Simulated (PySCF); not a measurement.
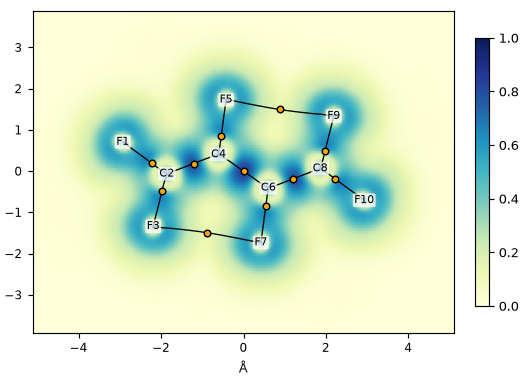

Figure. C₄F₆, SMILES `FC(F)=C(F)C(F)=C(F)F`. Localised orbital locator (LOL) in the molecular plane, with bond paths and bond critical points (dots).

PySCF calculation, B3LYP/def2-SVPD, gas phase; geometry: GFN2-xTB. No frequency check shows the geometry to be a minimum.

The calculation's input:

```python
import numpy as np
from pyscf import gto, scf, dft
from pyscf.scf import atom_ks, atom_hf
from scipy.linalg import block_diag

def solve(mol, dm0=None, hcore=None):
    mf = (dft.UKS if mol.spin else dft.RKS)(mol, xc='b3lyp')
    mf.grids.level = 3
    mf = mf.density_fit(auxbasis='def2-universal-jkfit')
    mf.conv_tol, mf.max_cycle = 1e-8, 80
    if hcore is not None:
        mf.get_hcore = lambda *args: hcore
    mf.kernel(dm0)
    if not mf.converged:
        mf = mf.newton().run(mf.mo_coeff, mf.mo_occ, max_cycle=30)
    assert mf.converged, 'SCF not converged'
    return mf

mol = gto.M(atom='''
F     -2.92550     0.71817     0.00000
C     -1.86111    -0.05644     0.00000
F     -2.19483    -1.32796     0.00000
C     -0.60232     0.40622     0.00000
F     -0.41563     1.73365     0.00000
C      0.60232    -0.40622     0.00000
F      0.41563    -1.73365     0.00000
C      1.86111     0.05644     0.00000
F      2.19483     1.32796     0.00000
F      2.92550    -0.71817     0.00000
''', basis='def2-svpd', charge=0, spin=0, verbose=4)
mf = solve(mol)
mf.analyze()
# spherically averaged free atoms, for the promolecule
atm = atom_ks.get_atm_nrks(mol, xc='b3lyp')
pro = block_diag(*[(atm[a[0]][2] * atm[a[0]][3]) @ atm[a[0]][2].T for a in mol._atom])
np.savez('result.npz', e=mf.e_tot, c=mf.mo_coeff, occ=mf.mo_occ, eps=mf.mo_energy, pro=pro, dip=mf.dip_moment(verbose=0), s2=mf.spin_square()[0])
```

Launched as:

```sh
OMP_NUM_THREADS=1 python input.py
```

The run took 28 s on 1 thread of Intel(R) Xeon(R) Platinum 8259CL CPU @ 2.50GHz (Skylake/Cascade Lake), with other jobs on the host, peak memory 0.88 GiB.

Partitions, critical points and surface values were worked out afterwards from this run's density.

**What values does LOL take at the bond critical points in this plane?**

C4–C6: about 0.84; C2–C4 and C6–C8: about 0.78; C2–F3 and C8–F9: about 0.44; F1–C2 and C8–F10: about 0.44; C4–F5 and C6–F7: about 0.43; F3–F7 and F5–F9: about 0.14. Values above 0.5 mark slow, localised electrons, as in shared pairs; low values at a critical point mark a polar or closed-shell contact whose critical point lies between the shells.

**Where along F1–C2 does the critical point lie?**

0.88 Å from F1 and 0.44 Å from C2.
